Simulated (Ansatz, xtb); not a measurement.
# Ligand exchange: CH3I + C2H6O2Si → SiH3I + C3H6O2

Species: CH3I (methyl iodide) `CI`, singlet; C2H6O2Si `CC(=O)O[SiH3]`, singlet; SiH3I `[SiH3]I`, singlet; C3H6O2 (methyl acetate) `COC(C)=O`, singlet. The partners trade CH3 for SiH3: I–CH3 and O–SiH3 bonds give way to I–SiH3 and O–CH3.

Shapes, held fixed at every level: PBE0-D4/def2-TZVP. Flexible molecules stand in one conformer, not always the lowest. Programs: Ansatz 0.2.0, xtb 6.7.1. The zero-point and thermal change to 298 K, harmonic and unscaled (PBE0-D4/def2-TZVP), is +3.3 kJ/mol.

| level | kind | ΔH(298 K) (kJ/mol) | less CCSD(T)/def2-TZVPP |
| --- | --- | --- | --- |
| GFN1-xTB | semi-empirical | +10.9 | -31.1 |
| HF/def2-SVP | Hartree–Fock | +16.6 | -25.4 |
| HF/def2-TZVPP | Hartree–Fock | +35.3 | -6.7 |
| SPW92/def2-TZVPP | LDA | +24.1 | -17.9 |
| B3LYP-D4/def2-TZVPP | global hybrid | +38.4 | -3.6 |
| PBE0-D4/def2-TZVPP | global hybrid | +27.7 | -14.3 |
| MP2/def2-SVP | perturbation theory | +24.6 | -17.4 |
| CCSD(T)/def2-TZVPP | coupled cluster or CI | +42.0 | 0.0 |

The highest level, CCSD(T)/def2-TZVPP, gives ΔH(298 K) = +42.0 kJ/mol; the levels span +10.9 to +42.0. The column of differences is taken from that level and isn't an error. No measured value is set beside it here. For atoms past krypton def2 sets carry core potentials with scalar relativity. Correlated rows may include outer-core shells of I, which these sets cover unevenly.

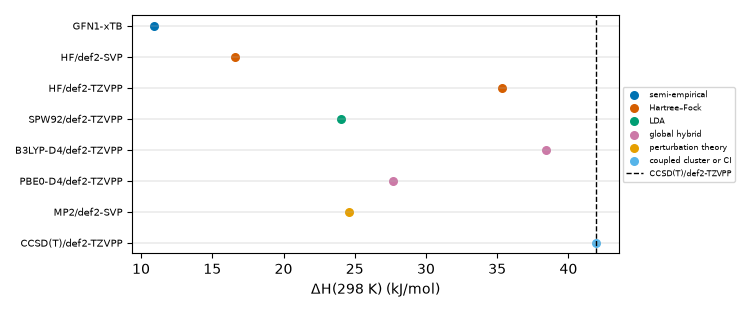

The values of the table, level by level.
